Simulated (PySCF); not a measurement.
B(H)3(py), C₅H₈BN, singlet, GFN2-xTB optimised geometry. Atoms within 1.6 Å of the plane z = 0.0 Å (x, y, z in Å): B1 (0.00, -2.39, 0.00), H2 (-0.43, -2.89, 0.99), H3 (-0.42, -2.88, -1.00), H4 (1.20, -2.39, 0.00), C5 (-0.97, 1.83, 0.00), C6 (-0.73, 1.15, -1.19), C7 (-0.45, -0.20, -1.14), N8 (-0.38, -0.88, 0.00), C9 (-0.61, -0.23, 1.14), C10 (-0.90, 1.12, 1.18), H11 (-1.20, 2.89, -0.01).

Level of theory: CAM-B3LYP/def2-TZVP (PySCF 2.14.0). Cells within 0.4 Å of a nucleus heavier than hydrogen are left out (blank, or x).

Map of the electron localisation function on the plane z = 0.0 Å:

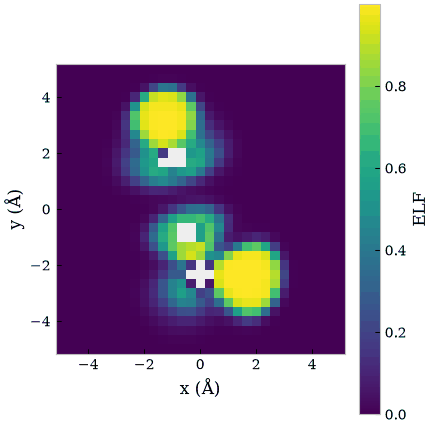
*Electron localisation function on the plane z = 0.0 Å.*
